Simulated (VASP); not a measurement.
Band structure of Ge (diamond). Calculation: r2SCAN+rVV10, VASP's PBE PAW potentials (set 64) (plane waves; VASP).

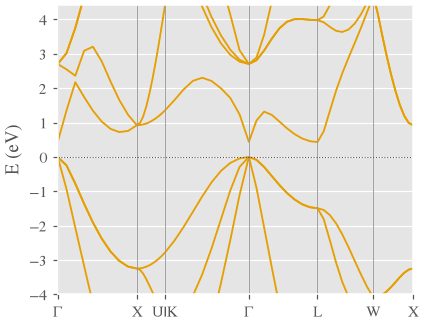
*Bands along high-symmetry lines, zero at the valence-band maximum or, without a gap, the Fermi level*

Task: Read the plot: is there a gap, and where are the band edges?

Result: The gap is indirect, 0.43 eV, from the valence maximum at Γ to the conduction minimum at L.

Measured: gap 0.79 eV (computed value off by -0.36 eV), as given by Anna Miglio et al., npj Computational Materials (2020), arXiv:2011.12765 [measured zero-point renormalisation of 52 meV added back].

The compound is Ge in the diamond structure. It was relaxed first.
